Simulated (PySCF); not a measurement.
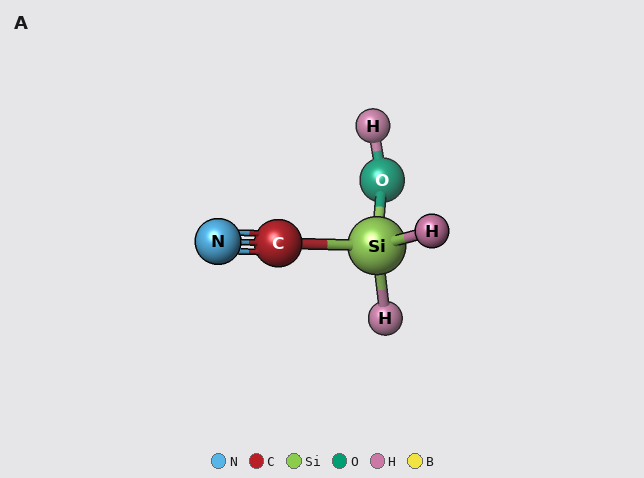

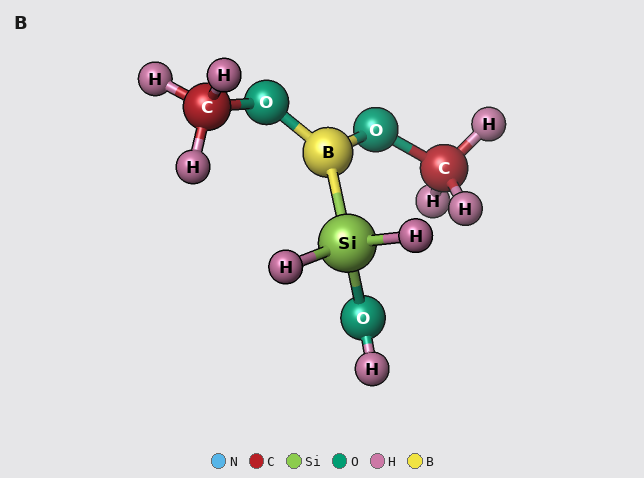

Two related species, optimised with GFN2-xTB; properties computed with PySCF 2.14.0. Both: charge 0, singlet.

Identify both.

A is CH3NOSi (N#C[SiH2]O), B is C2H9BO3Si (COB(OC)[SiH2]O).

Compare them. With PBE0/def2-SVPD: dipole moment (D), HOMO–LUMO gap (eV), HOMO energy (Kohn–Sham orbital) (eV), lowest vertical singlet excitation (eV), mean static polarisability (bohr³). With GFN2-xTB: mean Si–H length (Å), mean Si–O length (Å).

| quantity | A | B |
| --- | --- | --- |
| dipole moment (D) | 3.16 | 1.90 |
| HOMO–LUMO gap (eV) | 8.50 | 7.17 |
| HOMO energy (Kohn–Sham orbital) (eV) | −9.65 | −7.93 |
| lowest vertical singlet excitation (eV) | 6.82 | 5.76 |
| mean static polarisability (bohr³) | 43.7 | 77.6 |
| mean Si–H length (Å) | 1.457 | 1.480 |
| mean Si–O length (Å) | 1.619 | 1.641 |

Each is one conformer, and no frequency run is at hand to confirm it as a minimum.

The geometry is semi-empirical. Around B, Si such bond lengths and angles can be off by a tenth of an ångström or more and by several degrees, and values that hang on the shape move with them.
